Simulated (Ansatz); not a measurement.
# Profile along the Si–Si line in VSi2 (CrSi2 type, space group P6_222)

VSi2 (CrSi2 type, space group P6_222)

Space group P6₂22 (No. 180); a = 4.566 Å, b = 4.566 Å, c = 6.366 Å, α = 90.00°, β = 90.00°, γ = 120.00°

```csv
atom,site,symmetry,x,y,z
V,3c,222,0.5000,0.0000,0.0000
Si,6i,..2,0.1628,0.3257,0.0000
```

Fields along a shortest Si–Si line of a (0001) plane (2.58 Å), from Si to Si, interpolated on the slice's grid (step about 0.3 Å). Computed with PBE (plane waves to 420 eV, PAW, scalar-relativistic; Ansatz, an electronic-structure program). k mesh 12×12×8. These are valence fields of a PAW run, semicore shells included where kept as valence: close to a nucleus they are smooth pseudo fields. VSi2 is run without spin polarisation. VSi2 was relaxed with its symmetry unable to fall.

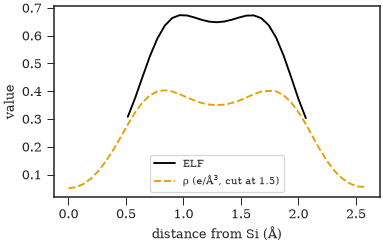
Figure: ELF (away from the nuclei) and valence density from Si to Si.

Density on the Si–Si line (2.58 Å) at its midpoint: 0.35 e/Å³. ELF at that point: 0.6. ELF maximum in the middle third of the Si–Si line: 0.67, 1.0 Å from Si.
